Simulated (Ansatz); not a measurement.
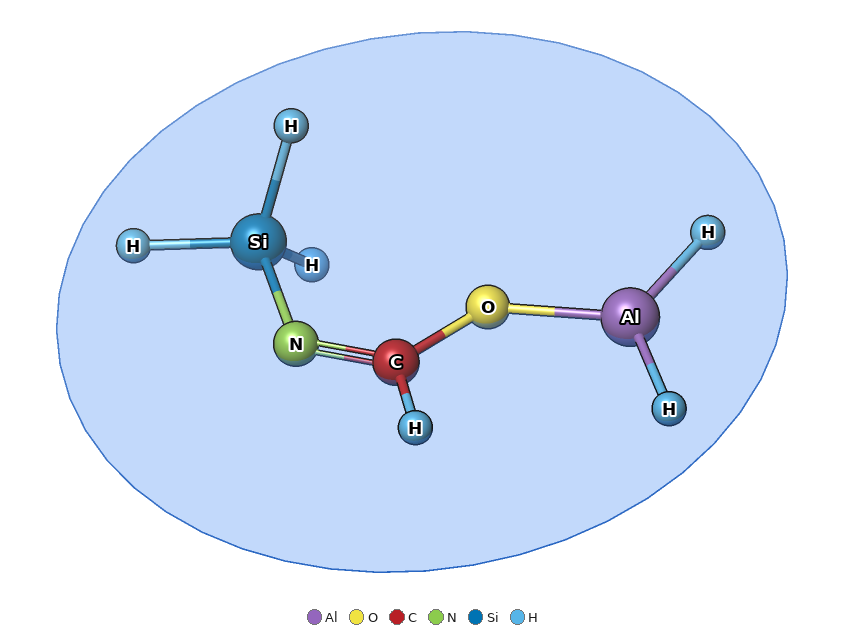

All proper rotation axes (lines) and mirror planes (discs) of the structure are drawn in. Distant atoms are faded towards the background colour. The geometry was computed by an optimisation with PBE0-D4/def2-TZVP. No frequency run is at hand to confirm it as a minimum.

Name the symmetry elements and the point group.

Answer. It has 1 mirror plane. Point group Cs. The group has 2 operations. The geometry is achiral, and symmetry allows a dipole moment.
